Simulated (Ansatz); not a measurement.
**Two runs on C2H3Si**

System: C2H3Si, charge +1.
Method of the first run: RKS PBE-D4/def2-TZVPP (Ansatz 0.2.0).

The geometry comes from this level: PBE0-D4/def2-TZVP. Text and figures count atoms from 1; the logs count them from 0 in places.

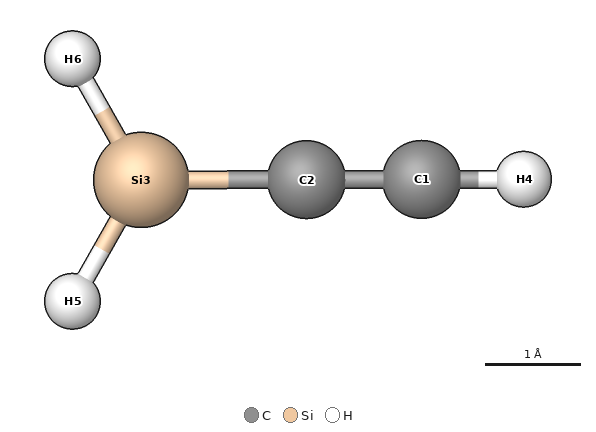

**Figure 1.** The structure as given in the input (ball-and-stick view, seen on its broad side; atoms are numbered from 1 in the order of the input). Bond lengths as drawn: C–C 1.21 Å, C–H 1.07 Å, C–Si 1.74 Å and H–Si 1.47 Å.

Input file, the first run:
```yaml
crystal:
  periodic: [false, false, false]
  atoms:
    - {symbol: C, position_ang: [-1.219315, -1.106959, -0.563831]}
    - {symbol: C, position_ang: [-0.370320, -0.336126, -0.171260]}
    - {symbol: Si, position_ang: [0.848933, 0.770674, 0.392547]}
    - {symbol: H, position_ang: [-1.971236, -1.789549, -0.911510]}
    - {symbol: H, position_ang: [1.833988, 1.307616, -0.557055]}
    - {symbol: H, position_ang: [0.877951, 1.154344, 1.811109]}
basis:
  gaussian: {orbitals: def2-TZVPP}
total_charge: 1
hamiltonian: {xc: pbe, dispersion: d4}
```

Launched with:
```bash
ansatz run in.yaml --threads 2 --pin off --events-out ev --progress --plain --max-ram 4352MiB
```

Hardware: 2 threads of Arm Neoverse V1, 95 GiB of memory available, shared host.

Output (the first run):
```
Functional definition: PBE
  parameter kappa = 0.804
  parameter beta = 0.06672455060314922
  exchange = pbe_x(kappa = kappa, mu = beta*pi^2/3)
  correlation = pbe_c(beta = beta)
825 factors; their error is unknown
mean field evaluation 1: about -9970.3128 eV, gradient 7.2e1 eV
mean field evaluation 2: about -9846.9772 eV, gradient 1.5e2 eV
mean field evaluation 4: about -9978.6363 eV, gradient 4.6e1 eV
mean field evaluation 8: about -9983.6622 eV, gradient 2.0e-1 eV
mean field evaluation 16: about -9983.6398 eV, gradient 1.6e-4 eV
mean field -9983.63979344 eV, -366.8919952547 hartree, gradient 1.3e-5 eV, S^2 0.000000; 0 other end points of the search recorded, 0 dependent functions left out
reference -9983.63983197 eV, -366.8919966707 hartree; 14, 14 occupied and 132, 132 virtual orbitals, 825 factors
Total energy: -9983.72159494 eV, -366.8950014046 hartree
```

The input of the second run differs as follows (lines with − go, lines with + come):
```diff
-    - {symbol: C, position_ang: [-1.219315, -1.106959, -0.563831]}
-    - {symbol: C, position_ang: [-0.370320, -0.336126, -0.171260]}
-    - {symbol: Si, position_ang: [0.848933, 0.770674, 0.392547]}
-    - {symbol: H, position_ang: [-1.971236, -1.789549, -0.911510]}
-    - {symbol: H, position_ang: [1.833988, 1.307616, -0.557055]}
-    - {symbol: H, position_ang: [0.877951, 1.154344, 1.811109]}
+    - {symbol: C, position_ang: [-0.909657, -0.415885, -0.276273]}
+    - {symbol: C, position_ang: [0.404919, -0.641721, -0.410777]}
+    - {symbol: Si, position_ang: [-0.458374, 1.250291, 0.203353]}
+    - {symbol: H, position_ang: [-1.709642, -1.121150, -0.449228]}
+    - {symbol: H, position_ang: [1.161335, 0.170491, -0.203403]}
+    - {symbol: H, position_ang: [0.919276, -1.554100, -0.711643]}
```

What does this change do to the results?

With the same method and basis, the second run lies 21.3 kcal/mol lower.

Output (the second run):
```
Functional definition: PBE
  parameter kappa = 0.804
  parameter beta = 0.06672455060314922
  exchange = pbe_x(kappa = kappa, mu = beta*pi^2/3)
  correlation = pbe_c(beta = beta)
825 factors; their error is unknown
mean field evaluation 1: about -9913.3141 eV, gradient 1.4e2 eV
mean field evaluation 2: about -9386.0305 eV, gradient 3.2e2 eV
mean field evaluation 4: about -9983.2814 eV, gradient 2.0e1 eV
mean field evaluation 8: about -9984.5852 eV, gradient 1.5e-1 eV
mean field evaluation 16: about -9984.5588 eV, gradient 3.6e-4 eV
mean field -9984.55881283 eV, -366.9257685944 hartree, gradient 1.9e-5 eV, S^2 0.000000; 0 other end points of the search recorded, 0 dependent functions left out
reference -9984.55884658 eV, -366.9257698347 hartree; 14, 14 occupied and 132, 132 virtual orbitals, 825 factors
Total energy: -9984.64497828 eV, -366.9289351165 hartree
```

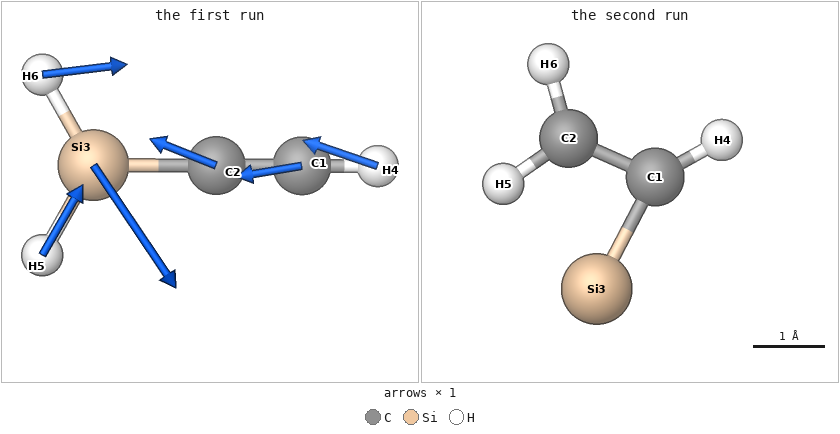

**Figure 2.** The two input geometries at one scale (ball-and-stick view, seen on its broad side). The blue arrows on the first give the shifts of the atoms after the best rigid fit, at true length. The atom that moves furthest after the best rigid fit is Si3 (2.11 Å). Largest moves by element: Si 2.11 Å, H 1.23 Å, C 1.03 Å. Among the contacts that change: Si3–H6 1.470 → 3.256 Å, C2–H6 2.777 → 1.090 Å, C2–H5 2.777 → 1.129 Å, C1–Si3 2.953 → 1.792 Å.

The two runs side by side:

```csv
quantity,the first run,the second run
outcome,converged,converged
total energy (hartree),−366.895001,−366.928935
basis functions,146,146
wall time (shared host),1.2 s,1.4 s
```
